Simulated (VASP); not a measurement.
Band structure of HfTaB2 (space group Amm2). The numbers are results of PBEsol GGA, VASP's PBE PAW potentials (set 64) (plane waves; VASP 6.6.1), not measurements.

Unless said otherwise, spin-orbit coupling is left out, though it shifts the bands of the heavy elements here.

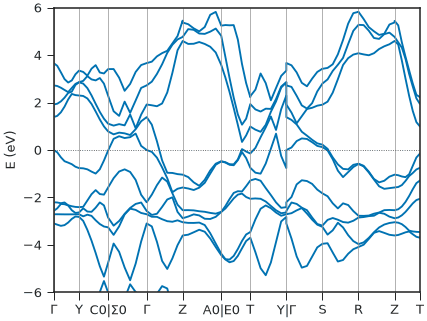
Bands along high-symmetry lines, zero at the valence-band maximum or, without a gap, the Fermi level

Problem. Read the plot: is there a gap, and where are the band edges?

Solution. It has no gap at this level: it comes out as a metal or semimetal. (Edges off the drawn lines would not show.)

The structure comes from a computed database's HfTaB2 entry (Amm2); how it stands against other phases isn't given here. It was relaxed first. The electron count is odd and the run is not spin-polarised, which forces a metal.
